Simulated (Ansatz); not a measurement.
# SiH$_{3}$BrF$_{2}$: single-point calculation

System: SiH$_{3}$BrF$_{2}$.
Method: RKS PBE0-D4/def2-TZVPP (Ansatz 0.2.0).

The geometry is the reactant side of a reaction. The reaction was set up to form Si1–H7 and Br2–H6 and to break Si1–Br2 and H6–H7 (atoms counted from 1 in the order of the input); sticks are drawn by distance alone. The geometry comes from this level: PBE0-D4/def2-TZVP.

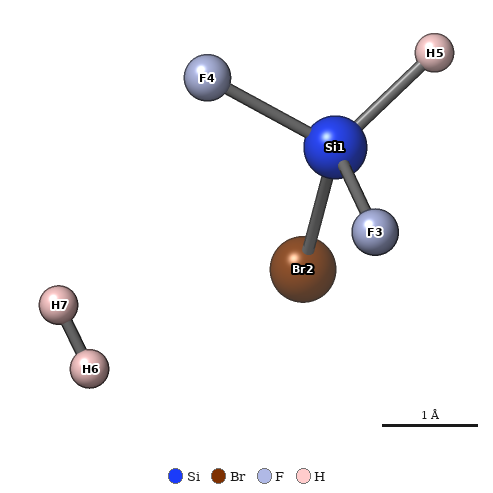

**Figure 1.** The structure as given in the input (ball-and-stick view, seen at an oblique angle; atoms are numbered from 1 in the order of the input). Bond lengths as drawn: Br–Si 2.18 Å, F–Si 1.58 Å, H–H 0.75 Å and H–Si 1.47 Å.

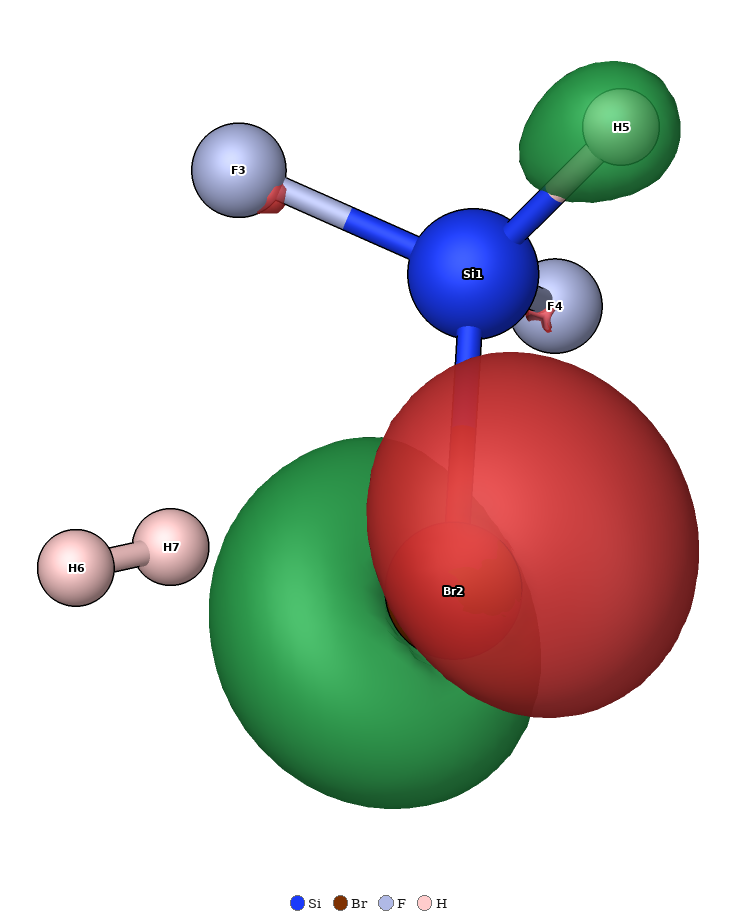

**Figure 2.** One frontier orbital at ±0.15 Å⁻³ᐟ² (green and red are the two phases), seen at an oblique angle. The HOMO, at −9.23 eV.

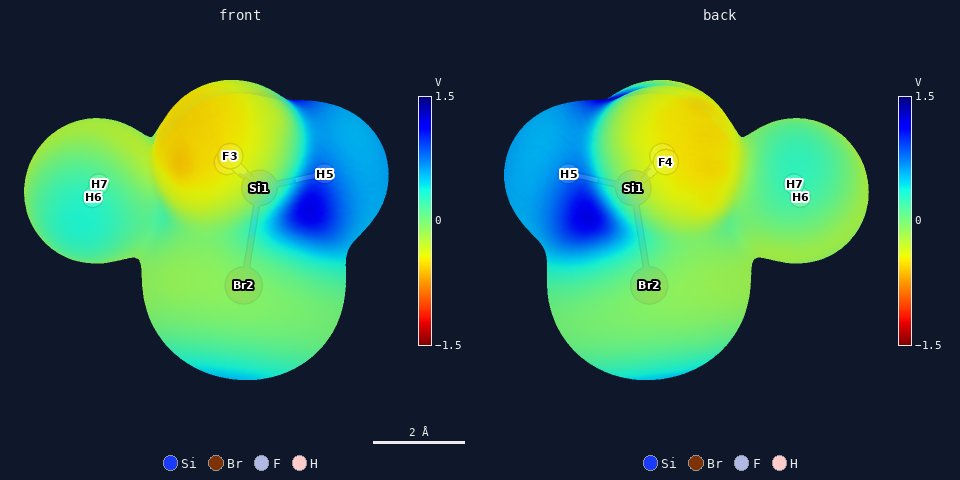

**Figure 3.** The electrostatic potential painted on the density surface at 0.001 e/bohr³, seen at a tilt and from behind; the colour scale runs from red (negative) to blue (positive).

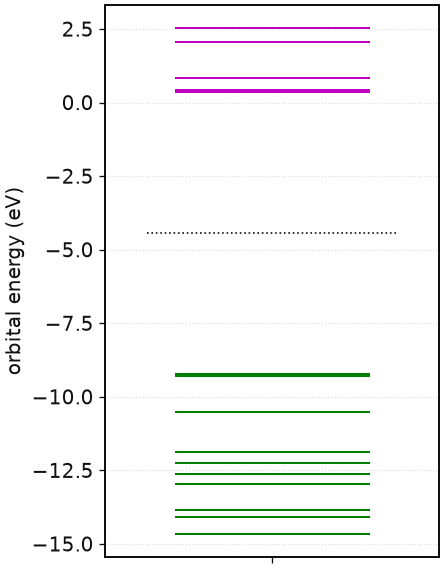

**Figure 4.** Orbital energies near the frontier; the dotted line parts filled from empty levels, and levels within 0.02 eV of each other stand side by side. Highest filled −9.23 eV, lowest empty 0.34 eV, 9.57 eV apart.

The input and output of the run follow.

### The input
```yaml
crystal:
  periodic: [false, false, false]
  atoms:
    - {symbol: Si, position_ang: [-0.716276, -0.393531, 0.699995]}
    - {symbol: Br, position_ang: [0.662675, -2.048344, 0.348069]}
    - {symbol: F, position_ang: [-1.430673, -0.017172, -0.655308]}
    - {symbol: F, position_ang: [0.100441, 0.869329, 1.178413]}
    - {symbol: H, position_ang: [-1.723906, -0.736411, 1.708446]}
    - {symbol: H, position_ang: [1.492718, 0.945588, -1.936728]}
    - {symbol: H, position_ang: [1.614921, 1.380541, -1.342786]}
basis:
  gaussian: {orbitals: def2-TZVPP}
hamiltonian: {xc: pbe0, dispersion: d4}
output: {orbitals: {seedname: orbitals}}
```

Run as:
```bash
ansatz run in.yaml --threads 4 --pin off --events-out ev --progress --plain --max-ram 9574MiB
```

### Output
```
Functional definition: PBE0
  name "PBE0"
  cite "Adamo & Barone, J. Chem. Phys. 110, 6158 (1999) doi:10.1063/1.478522"
  cite "Perdew, Burke & Ernzerhof, Phys. Rev. Lett. 77, 3865 (1996) doi:10.1103/PhysRevLett.77.3865"
  parent pbe
  parameter a = 0.25
  parameter kappa = 0.804
  parameter beta = 0.06672455060314922
  exchange = (1 - a)*pbe_x(kappa = kappa, mu = beta*pi^2/3) + a*exact_x
  correlation = pbe_c(beta = beta)
1193 factors; their error is unknown
mean field evaluation 1: about -83393.9927 eV, gradient 4.3e1 eV
mean field evaluation 2: about -83390.8174 eV, gradient 6.5e1 eV
mean field evaluation 4: about -83396.4217 eV, gradient 7.3e-1 eV
mean field evaluation 8: about -83396.8908 eV, gradient 4.2e-1 eV
mean field evaluation 16: about -83396.8909 eV, gradient 1.5e-5 eV
mean field -83396.89094886 eV, -3064.7792139275 hartree, gradient 1.5e-5 eV, S^2 0.000000; 0 other end points of the search recorded, 0 dependent functions left out
reference -83396.89097784 eV, -3064.7792149926 hartree; 35, 35 occupied and 159, 159 virtual orbitals, 1193 factors
Total energy: -83397.00688784 eV, -3064.7834746065 hartree
```

### Summary

| quantity | value |
| --- | --- |
| outcome | converged |
| total energy | −83397.0069 eV |
| mean-field energy | −83396.8910 eV |
| dispersion energy | −0.1159 eV |
| SCF solution under orbital rotations | stable |
| HOMO | −9.23 eV |
| LUMO | 0.34 eV |
| hardware | 4 threads of Arm Neoverse V1, 23 GiB of memory available, shared host |
| wall time | 2.5 s (CPU time 9 s) |
| peak memory | 0.49 GiB |
